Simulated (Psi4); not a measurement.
# quartet SiNH4O at 3 levels

We compute a comparison of 3 runs (UHF/STO-3G, UHF/3-21G, UHSE06/6-311+G**) of quartet SiNH4O. 

The calculation is run with Psi4 1.11.

6 further runs of the same task are left out: 4 that didn't finish, 2 set aside as unsound or not needed. Runs told in other sessions of the task aren't counted.

### Step 1. The structure to begin with

SiNH4O: 7 atoms, total charge 0, spin state quartet. As SMILES of the parent species, `N[SiH]O`. The shape is that of a PBE0-D4/def2-TZVP optimisation. This is one conformer, not always the lowest. That shape belongs to the parent species and isn't relaxed for this state.

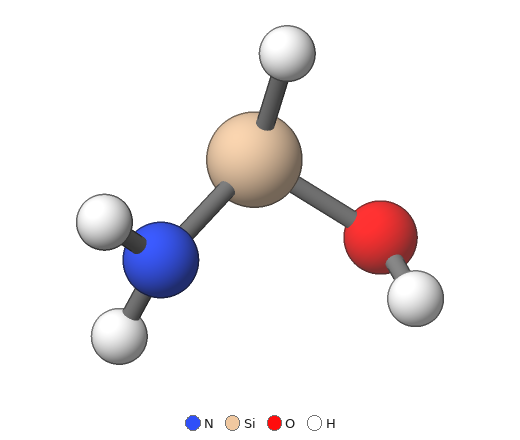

Viewed from a chosen angle; nitrogen blue, silicon light orange, oxygen red, hydrogen white.

### Step 2. Energy and gradient at UHF/STO-3G (run 1)

Input file h4nosi.in:

```
memory 2200 mb

molecule molecule1 {
  0 4
  N     -0.694900     0.548300    -0.575200
  Si     0.293100     0.159000     0.781300
  O      1.622900    -0.672400     0.270300
  H     -0.355900     1.168100    -1.294800
  H     -1.685800     0.673200    -0.432900
  H     -0.599100    -0.661900     1.664700
  H      1.480900    -1.282400    -0.459000
  units angstrom
  symmetry c1
  no_reorient
  no_com
}

set basis STO-3G
set reference uhf
set puream true
set e_convergence 1e-09
set d_convergence 1e-08
set scf_type pk
set maxiter 100

E, wfn = gradient("scf", return_wfn=True)
```

Command:

```bash
psi4 -i h4nosi.in -o h4nosi.out -n 1
```

h4nosi.out:

```text
[...]
  Running in c1 symmetry.
[...]
  Nuclear repulsion =  111.033668793337768
[...]
  Multiplicity = 4
[...]
  Nalpha       = 18
  Nbeta        = 15
[...]
    Number of basis functions: 23
[...]
   @UHF iter   1:  -414.87731204228095   -1.59444e+00   1.75150e-02 ADIIS/DIIS
[...]
   @UHF iter  30:  -415.04000111386063   -1.13687e-12   8.40578e-09 DIIS
[...]
   @S^2 Observed:                3.774608508E+00
[...]
  @UHF Final Energy:  -415.04000111386063
   => Energetics <=
    Nuclear Repulsion Energy =            111.0336687933377675
    One-Electron Energy =                -799.9801781176963686
    Two-Electron Energy =                 273.9065082104980320
    Total Energy =                       -415.0400011138606260
  UHF NO Occupations:
  HONO-2 :   16  A 1.0000000
  HONO-1 :   17  A 1.0000000
  HONO-0 :   18  A 1.0000000
  LUNO+0 :   19  A 0.0086378
  LUNO+1 :   20  A 0.0021717
[...]
  -Total Gradient:
     Atom            X                  Y                   Z
    ------   -----------------  -----------------  -----------------
       1        0.069390232499    -0.016857754528     0.047005287612
       2        0.035155756882     0.017731477678    -0.097570603521
       3       -0.179620810137     0.056318937964    -0.053536218763
       4       -0.014371011976    -0.036008234790     0.043703672265
       5        0.096612845701    -0.023195326915     0.012652575535
       6       -0.015966297494    -0.023434062473     0.000244210510
       7        0.008799284526     0.025444963064     0.047501076362
[...]
```

It took 1.4 s on 1 thread of Intel Xeon 6975P-C (Granite Rapids), shared host; peak memory 0.18 GiB.

### Step 3. Energy and forces at UHF/3-21G (run 2)

Input file h4nosi.xyz:

```xyz
7
H4NOSi
N     -0.694900     0.548300    -0.575200
Si     0.293100     0.159000     0.781300
O      1.622900    -0.672400     0.270300
H     -0.355900     1.168100    -1.294800
H     -1.685800     0.673200    -0.432900
H     -0.599100    -0.661900     1.664700
H      1.480900    -1.282400    -0.459000
```

Input file calc.py:

```python
import psi4

psi4.set_memory(2200000000)
psi4.set_num_threads(1)
psi4.core.set_output_file('h4nosi.out', False)

with open('h4nosi.xyz') as f:
    atoms = ''.join(f.readlines()[2:])
mol = psi4.geometry('0 4\n' + atoms + 'symmetry c1\nno_reorient\nno_com')

psi4.set_options(dict(reference='uhf', puream=True, e_convergence=1e-09, d_convergence=1e-08, scf_type='pk', maxiter=100))

result, w = psi4.gradient("scf/3-21G", molecule=mol, return_wfn=True)
psi4.oeprop(w, "LOWDIN_CHARGES", "WIBERG_LOWDIN_INDICES", "MAYER_INDICES", title="SCF")
print('gradient / Eh bohr^-1')
print(result.np.round(6))
print(f'energy = {w.energy():.10f} Eh')
for k, v in sorted(psi4.core.scalar_variables().items()):
    print(f'{k:45s} {v:18.10f}')
```

Command:

```bash
python calc.py
```

h4nosi.out:

```text
[...]
  Running in c1 symmetry.
[...]
  Nuclear repulsion =  111.033668793337768
[...]
  Multiplicity = 4
[...]
  Nalpha       = 18
  Nbeta        = 15
[...]
    Number of basis functions: 39
[...]
   @UHF iter   1:  -417.91031621313817   -4.34850e-01   1.19900e-02 ADIIS/DIIS
[...]
   @UHF iter  31:  -418.03879581546028   -5.17275e-12   8.54544e-09 DIIS
[...]
   @S^2 Observed:                3.760796398E+00
[...]
  @UHF Final Energy:  -418.03879581546028
   => Energetics <=
    Nuclear Repulsion Energy =            111.0336687933377675
    One-Electron Energy =                -798.4360150122838604
    Two-Electron Energy =                 269.3635504034858741
    Total Energy =                       -418.0387958154602757
  UHF NO Occupations:
  HONO-2 :   16  A 1.0000000
  HONO-1 :   17  A 1.0000000
  HONO-0 :   18  A 1.0000000
  LUNO+0 :   19  A 0.0017131
  LUNO+1 :   20  A 0.0014221
[...]
  -Total Gradient:
     Atom            X                  Y                   Z
    ------   -----------------  -----------------  -----------------
       1        0.069948103768    -0.045637836845     0.083575126097
       2       -0.036138097757    -0.016286632909    -0.143567822497
       3       -0.033444567484     0.014585857536     0.004849023379
       4       -0.004851759694     0.006045741090     0.011013451124
       5        0.015863366419     0.008546140648     0.010270559782
       6       -0.005370564680     0.005376573886     0.010048036599
       7       -0.006006480571     0.027370156593     0.023811625516
[...]
```

On the terminal:

```text
gradient / Eh bohr^-1
[[ 0.069948 -0.045638  0.083575]
 [-0.036138 -0.016287 -0.143568]
 [-0.033445  0.014586  0.004849]
 [-0.004852  0.006046  0.011013]
 [ 0.015863  0.008546  0.010271]
 [-0.005371  0.005377  0.010048]
 [-0.006006  0.02737   0.023812]]
energy = -418.0387958155 Eh
CURRENT ENERGY                                   -418.0387958155
CURRENT REFERENCE ENERGY                         -418.0387958155
DD SOLVATION ENERGY                                 0.0000000000
HF KINETIC ENERGY                                 418.0934987436
HF POTENTIAL ENERGY                              -836.1322945590
HF TOTAL ENERGY                                  -418.0387958155
HF VIRIAL RATIO                                     1.9998691610
NUCLEAR REPULSION ENERGY                          111.0336687933
ONE-ELECTRON ENERGY                              -798.4360150123
PCM POLARIZATION ENERGY                             0.0000000000
PE ENERGY                                           0.0000000000
SCF ITERATION ENERGY                             -418.0387958155
SCF ITERATIONS                                     31.0000000000
SCF TOTAL ENERGY                                 -418.0387958155
TWO-ELECTRON ENERGY                               269.3635504035
```

Run time: 1.5 s. Hardware: 1 thread of Intel Xeon 6975P-C (Granite Rapids), shared host; peak memory 0.18 GiB.

### Step 4. Energy and forces at UHSE06/6-311+G(d,p) (run 3)

Input file job.json:

```json
{
 "schema_name": "qcschema_input",
 "schema_version": 1,
 "molecule": {
  "schema_name": "qcschema_molecule",
  "schema_version": 2,
  "symbols": ["N", "Si", "O", "H", "H", "H", "H"],
  "geometry": [-1.31317068, 1.03613683, -1.08697047, 0.55387873, 0.30046645, 1.47644302, 3.06683653, -1.27065185, 0.51079297, -0.67255353, 2.20738909, -2.44681739, -3.1857003, 1.27216363, -0.81806244, -1.13213492, -1.25080972, 3.14582708, 2.79849542, -2.42338478, -0.86738429],
  "molecular_charge": 0,
  "molecular_multiplicity": 4,
  "fix_symmetry": "c1"
 },
 "driver": "gradient",
 "model": {
  "method": "hse06",
  "basis": "6-311+G**"
 },
 "keywords": {
  "reference": "uks",
  "puream": true,
  "e_convergence": 1e-09,
  "d_convergence": 1e-08,
  "scf_type": "pk",
  "dft_radial_points": 99,
  "dft_spherical_points": 590,
  "maxiter": 100,
  "scf_properties": ["LOWDIN_CHARGES", "MAYER_INDICES", "DIPOLE"]
 }
}
```

Command:

```bash
psi4 --qcschema job.json -n 1 --memory 2200MB
```

stdout:

```text
[...]
  Running in c1 symmetry.
[...]
  Nuclear repulsion =  111.033668838006434
[...]
  Multiplicity = 4
[...]
  Nalpha       = 18
  Nbeta        = 15
[...]
    Number of basis functions: 98
[...]
   @UKS iter   1:  -420.98763104913451    1.52847e-01   1.06414e-02 ADIIS/DIIS
[...]
   @UKS iter  19:  -421.46752470747788   -4.63274e-11   3.26009e-09 DIIS
[...]
   @S^2 Observed:                3.754347546E+00
[...]
  @UKS Final Energy:  -421.46752470747788
   => Energetics <=
    Nuclear Repulsion Energy =            111.0336688380064345
    One-Electron Energy =                -800.0746533653689312
    Two-Electron Energy =                 296.5676767444210213
    DFT Exchange-Correlation Energy =     -28.9942169245363601
    Empirical Dispersion Energy =           0.0000000000000000
    VV10 Nonlocal Energy =                  0.0000000000000000
    Total Energy =                       -421.4675247074778781
  UHF NO Occupations:
  HONO-2 :   16  A 1.0000000
  HONO-1 :   17  A 1.0000000
[...]
  -Total Gradient:
     Atom            X                  Y                   Z
    ------   -----------------  -----------------  -----------------
       1        0.016713791830    -0.009362618218     0.024058175625
       2       -0.045828679956     0.020612779331    -0.064320734170
       3        0.005797219476     0.004642100939     0.003285922144
       4       -0.013607679787    -0.019078989926     0.031177605058
       5        0.043704418489     0.006860900892     0.003034960796
       6       -0.000997099363    -0.004680608662     0.000853088275
       7       -0.005800809868     0.001001054393     0.001883621757
[...]
```

The result, in JSON:

```text
{
 "driver": "gradient",
 "model": {
  "method": "hse06",
  "basis": "6-311+G**"
 },
 "success": true,
 "return_result": [0.01671379182984331, -0.009362618217688079, 0.024058175625059575, -0.04582867995632845, 0.020612779330527367, -0.06432073417013574, 0.005797219476287668, 0.004642100939419247, 0.0032859221438207853, -0.01360767978654255, -0.019078989925726514, 0.031177605058282487, 0.043704418489238755, 0.006860900891807454, 0.00303496079642019, -0.0009970993627416158, -0.004680608662013766, 0.0008530882749401836, -0.005800809867659219, 0.0010010543932019167, 0.0018836217567105296],
 "properties": {
  "calcinfo_nbasis": 98,
  "calcinfo_nmo": 98,
  "calcinfo_nalpha": 18,
  "calcinfo_nbeta": 15,
  "calcinfo_natom": 7,
  "nuclear_repulsion_energy": 111.03366883800643,
  "return_energy": -421.4675247074779,
  "return_gradient": [0.01671379182984331, -0.009362618217688079, 0.024058175625059575, -0.04582867995632845, 0.020612779330527367, -0.06432073417013574, 0.005797219476287668, 0.004642100939419247, 0.0032859221438207853, -0.01360767978654255, -0.019078989925726514, 0.031177605058282487, 0.043704418489238755, 0.006860900891807454, 0.00303496079642019, -0.0009970993627416158, -0.004680608662013766, 0.0008530882749401836, -0.005800809867659219, 0.0010010543932019167, 0.0018836217567105296],
  "scf_one_electron_energy": -800.0746533653689,
  "scf_two_electron_energy": 296.567676744421,
  "scf_xc_energy": -28.99421692453636,
  "scf_dipole_moment": [-0.13453816205874336, -0.33006136669547836, 0.005147063627918946],
  "scf_total_energy": -421.4675247074779,
  "scf_total_gradient": [0.01671379182984331, -0.009362618217688079, 0.024058175625059575, -0.04582867995632845, 0.020612779330527367, -0.06432073417013574, 0.005797219476287668, 0.004642100939419247, 0.0032859221438207853, -0.01360767978654255, -0.019078989925726514, 0.031177605058282487, 0.043704418489238755, 0.006860900891807454, 0.00303496079642019, -0.0009970993627416158, -0.004680608662013766, 0.0008530882749401836, -0.005800809867659219, 0.0010010543932019167, 0.0018836217567105296],
  "scf_iterations": 19
 }
}
```

Wall time 54 s (1 thread of Intel Xeon 6975P-C (Granite Rapids), shared host); peak memory 0.93 GiB.

### Step 5. All runs side by side

```csv
run,level,properties,integration grid,energy (Eh),dipole moment (D),⟨S²⟩,largest force (eV/Å),wall time
1,UHF/STO-3G,–,–,-415.040001,2.47,3.775,10.064,1.4 s
2,UHF/3-21G,"(lowdin, wiberg, mayer)",–,-418.038796,8.41,3.761,7.659,1.5 s
3,UHSE06/6-311+G**,"(lowdin, mayer, dipole)",99 radial × 590 angular,-421.467525,0.91,3.754,4.197,54 s
```

### Step 6. Summary of results

| quantity | value |
| --- | --- |
| run 3: total energy | -421.46752 Eh |
| run 3: dipole moment | 0.91 D |
| run 3: HOMO energy (highest over α and β) | -2.35 eV |
| run 3: ⟨S²⟩ | 3.754 |
| run 3: largest force on an atom | 4.197 eV/Å |

What this shows: The dipole moment (its size) runs from 0.91 D (UHSE06/6-311+G**) to 8.41 D (UHF/3-21G). The two ends differ in method and basis. So wide a spread suggests that the runs ended on unlike SCF solutions, not only an effect of the method. In run 1 the basis is minimal, so the values are rough. All runs together took 57 s, the longest 54 s.
